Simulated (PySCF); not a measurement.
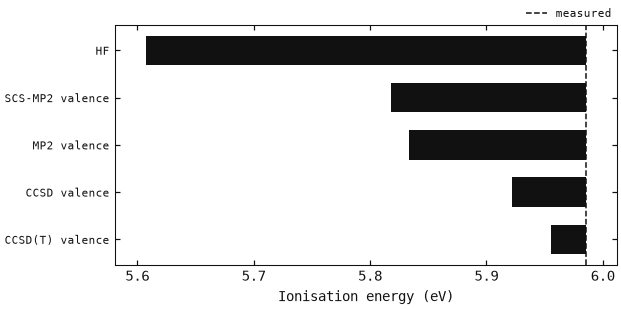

The ionisation energy of an atom or ion with 13 electrons in the configuration [Ne] 3s² 3p by several methods. PySCF, dyall-av3z, non-relativistic, unrestricted single determinants, no spin-orbit coupling. Methods marked “valence” freeze 10 core electrons.

Question: Which atom or ion is it?

Answer: Neutral aluminium. The values run from 5.607 eV (HF) to 5.956 eV (CCSD(T) valence). The measured value is 5.986 eV; nearest to it come CCSD(T) valence (−0.030) and CCSD valence (−0.063), furthest HF (−0.379 eV). These values lack spin-orbit coupling; with the first-order correction of +0.0077 eV added, CCSD(T) valence comes nearest (−0.022).
